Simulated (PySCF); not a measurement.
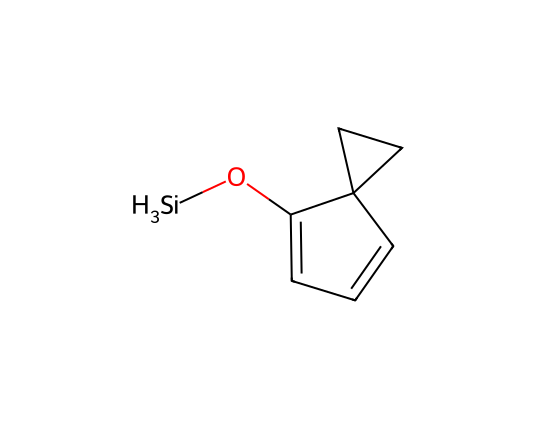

Computed geometry: PBE0-D3(BJ)/def2-SVP optimisation. No frequency run is at hand to confirm it as a minimum. Level of theory: PBE0/def2-SVPD, gas phase (PySCF 2.14.0). Excitations: vertical, linear response.

What does the calculation give?

The species is C7H10OSi (`[SiH3]OC1=CC=CC12CC2`).
- dipole moment: 0.78 D
- HOMO energy (Kohn–Sham orbital): −5.70 eV
- LUMO energy (Kohn–Sham orbital): −0.40 eV
- HOMO–LUMO gap: 5.30 eV
- mean static polarisability: 109.2 bohr³
- lowest vertical singlet excitation: 4.50 eV
- its oscillator strength: 0.106
